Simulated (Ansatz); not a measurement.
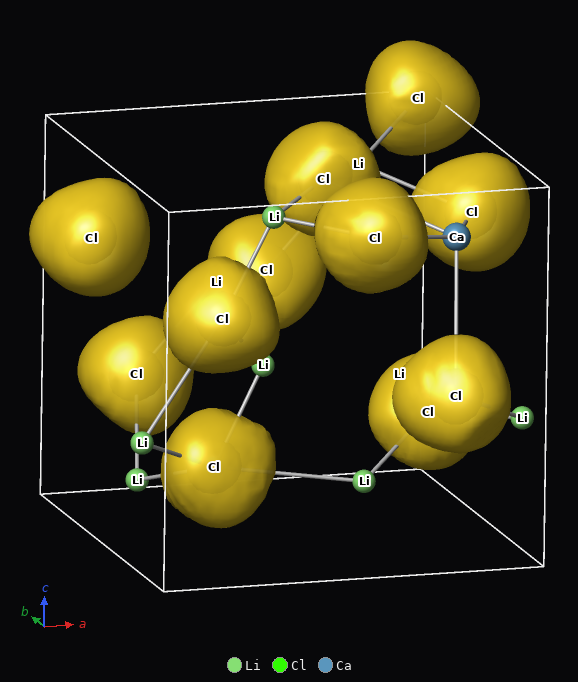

Li₈CaCl₁₀ (amorphous cell). Isosurface of the ELF at 0.8 (yellow), seen slightly off an axis. Core shells and regions of very low density are left out. Sticks mark near contacts.

Not relaxed (largest force 1.6 eV/Å).

The calculation used DFT PBE, scalar-relativistic, plane waves, PAW (Ansatz).

Core electrons are frozen (PAW), and the valence fields are smoothed inside the atomic spheres.

### What do the ELF domains correspond to?

The ELF exceeds this value in ten regions wrapped around Cl (the valence shell of each), counted in one cell of 19 atoms. Any copies at cell faces, edges or corners count once.

Values along the shortest contacts:
Li–Cl (2.06 Å): the ELF peaks at about 0.90 in the valence shell of Cl, 0.9 Å from its nucleus, and falls to about 0.05 next to Li (an ionic contact with no shared pair). Ca–Cl (2.58 Å): the ELF peaks at about 0.85 in the valence shell of Cl, 0.8 Å from its nucleus, and is about 0.25 at the midpoint: a closed-shell, largely ionic contact.
